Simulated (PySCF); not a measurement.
# C$_{3}$H$_{6}$N$_{2}$, SMILES `C=NCC=N`: electronic structure

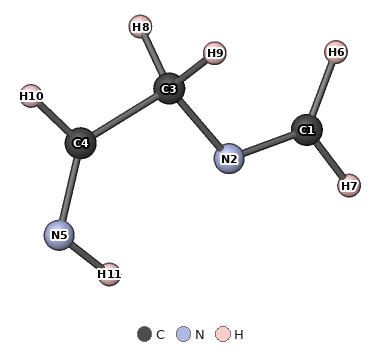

The molecule, with its atoms numbered as below. No frequency check shows the geometry to be a minimum.

Coordinates in Å:

```
C1       2.1212   -0.2499    0.0005
N2       0.8757   -0.3548   -0.0011
C3       0.0318    0.8109   -0.0002
C4      -1.4187    0.3942    0.0000
N5      -1.8700   -0.7708    0.0004
H6       2.6727    0.6971    0.0027
H7       2.7092   -1.1561   -0.0004
H8       0.2214    1.4384   -0.8815
H9       0.2218    1.4378    0.8822
H10     -2.1324    1.2144   -0.0004
H11     -1.1381   -1.4834    0.0007
```

### 1. In an electric field

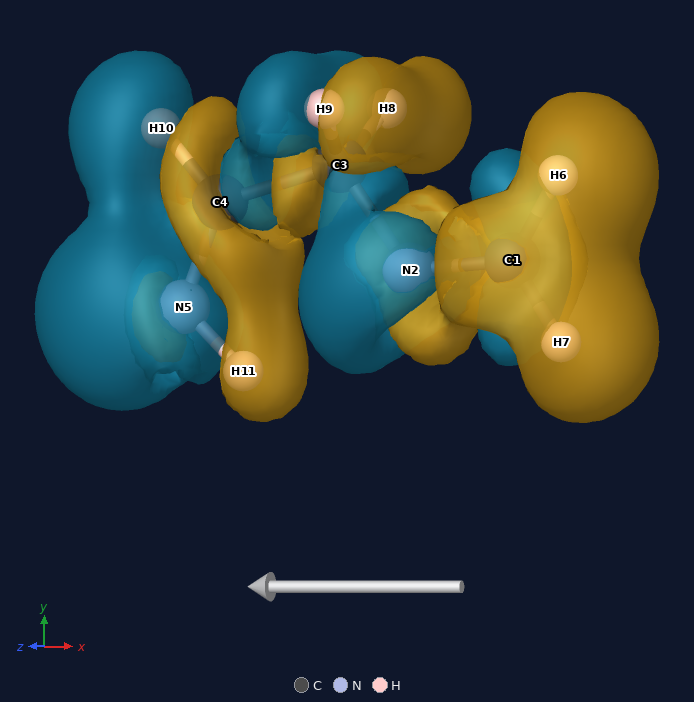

Change of the electron density in a uniform field of 0.21 V/Å along −x (arrow), surfaces at ±0.001 e/Å³ (yellow: gain, teal: loss).

PySCF calculation, PBE0/def2-SVPD, gas phase; geometry: GFN2-xTB.

What dipole is induced, and what polarisability does it imply?

Answer. The induced dipole is 0.67 D (along the field); α along this axis, from the fields in both directions, is 66 bohr³ (9.8 Å³).

Which atoms gain and lose the most charge?

Answer. Electrons gather most on C1 (Hirshfeld charge changes by −0.011 e) and leave N5 most (+0.012 e); 0.059 electrons are displaced in all.

### 2. Removing or adding an electron

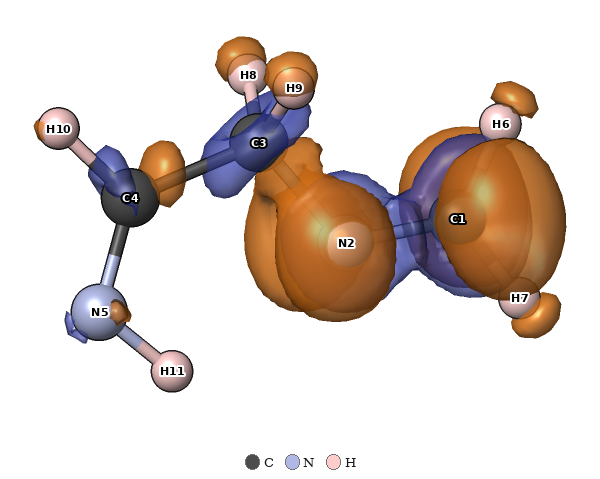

Fukui function f⁺ = ρ(N+1) − ρ(N) at fixed geometry, surfaces at ±0.04 e/Å³ (orange positive, blue negative).

Computed with PySCF, HF/6-31G*, geometry: GFN2-xTB.

On which atoms does the density change most on addition of an electron?

Answer. f⁺ (Hirshfeld-condensed) is largest on C1 (0.31) and N2 (0.23); the vertical electron affinity is −2.63 eV (the stability of the anion's solution wasn't checked; negative, but this basis has no diffuse functions, so it doesn't show that the anion is unbound). Condensed values hint at sites of nucleophilic attack but needn't mark the atom that reacts. Orbital relaxation makes it negative in places (0.29 e in all).

### 3. Stretching a bond

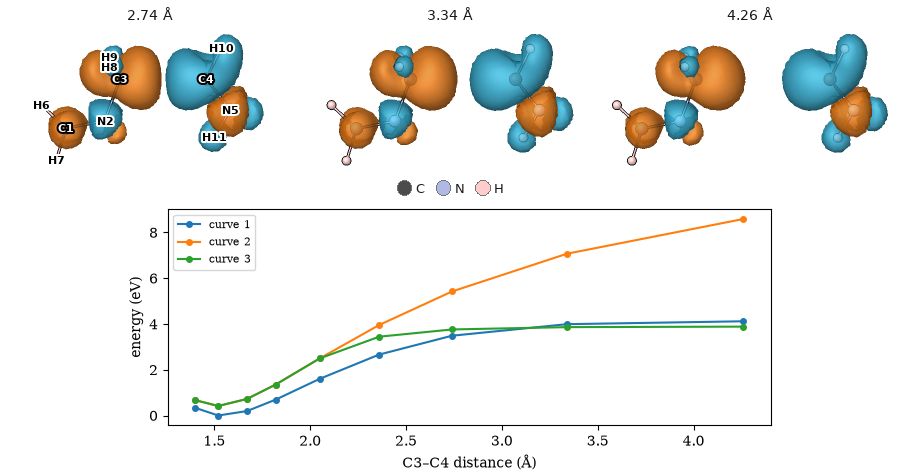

Rigid stretch of the C3–C4 bond. Broken-symmetry UHF spin density at ±0.03 e/Å³ (light blue: α, orange: β). Below: energies along the scan, from the lowest point of the three curves.

Level of theory: def2-SVP basis (PySCF), at a geometry from GFN2-xTB.

UHF's ⟨S²⟩ passes 1 along the scan (up to 1.16), so it also polarises electrons outside the stretched bond; its energy lowering isn't due to that bond alone.

How does the broken-symmetry solution share the spin, and how far is it from a pure singlet?

Answer. At 4.26 Å excess α spin lies mostly on C4 and excess β on C3; the two could be swapped at no cost. ⟨S²⟩ is 1.03 at 2.74 Å, 1.14 at 3.34 Å and 1.16 at 4.26 Å, against 0 for a pure singlet and 1 for an equal mix of singlet and triplet.

Which curve is which method?

Answer. Curve 1 is CASSCF(2,2). Curve 2 is RHF. Curve 3 is UHF. RHF rises too steeply because it keeps both electrons in one orbital and so mixes in ionic fragments.

Where does the UHF solution part from RHF?

Answer. Between 1.82 Å (⟨S²⟩ = 0, the two coincide) and 2.05 Å (⟨S²⟩ = 0.04); at 4.26 Å ⟨S²⟩ is 1.16 and UHF lies 4.7 eV below RHF.

How much energy does the stretch cost?

Answer. By CASSCF, 4.1 eV from the lowest point of the scan (1.52 Å) to 4.26 Å; RHF gives 8.2 eV from its own lowest point. The fragments aren't relaxed and dynamic correlation is missing, so this isn't a bond dissociation energy.

The PySCF runs shown took 61 s, 16 s and 5.4 min on 1 thread of Intel(R) Xeon(R) Processor @ 2.70GHz, on a shared host.
